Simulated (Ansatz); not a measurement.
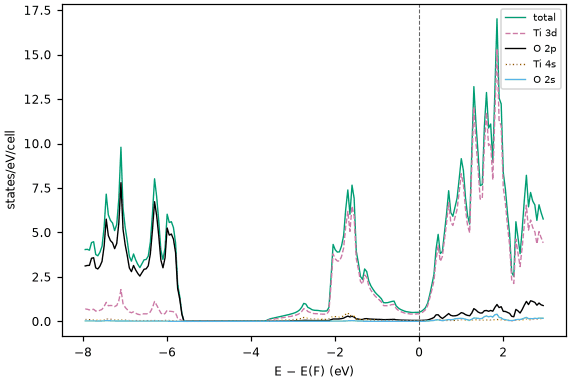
*Total and projected density of states of TiO in space group P-62m (No. 189; Ti on 2d, Ti on 1a, O on 3f), DFT-r²SCAN in the program Ansatz with PAW potentials*

Question: Which orbitals carry the states next to the Fermi level?

Answer: Within 0.5 eV of the Fermi level: Ti 3d 86 %, O 2p 8 %. Projections are on Löwdin-orthogonalised atomic valence shells; empty p or d shells of many metals are not among them.

Question: Where is the tallest occupied peak in this window, and what makes it?

Answer: Near -7.1 eV, about 9.8 states/eV per cell; the largest projected share is O 2p.

The workflow started from a Materials Project entry (that database holds measured and hypothetical structures alike); the Crystallography Open Database copy checked does not list it. COD files the formula under space group No. 12, 225, so this cell is another polymorph or a model. Whether it is the stable phase at ambient conditions was not checked. The cell was relaxed with r²SCAN under the symmetry of its start; whether a distortion lowers the energy is not shown. No spin polarisation was allowed. Without spin polarisation and U, an open-shell compound can come out a false metal.

Potentials: the later of the program's two PAW sets.
